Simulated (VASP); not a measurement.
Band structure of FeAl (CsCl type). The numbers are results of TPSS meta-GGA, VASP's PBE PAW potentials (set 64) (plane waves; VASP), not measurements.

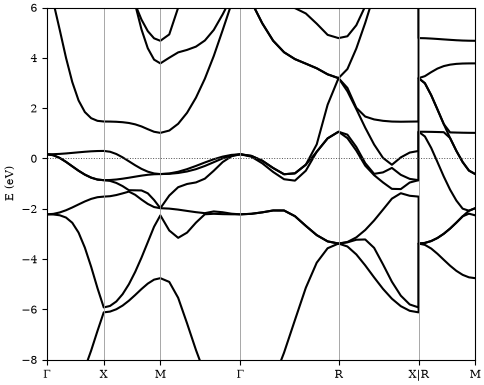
*Bands along high-symmetry lines, zero at the valence-band maximum or, without a gap, the Fermi level*

**Question.** Read the plot: is there a gap, and where are the band edges?

**Answer.** It has no gap at this level: it comes out as a metal or semimetal.

The compound is FeAl in the CsCl type structure. It was relaxed first, which changed the volume by -6 %. The run is not spin-polarised, so no magnetic state was tried. The electron count is odd and the run is not spin-polarised, which forces a metal.
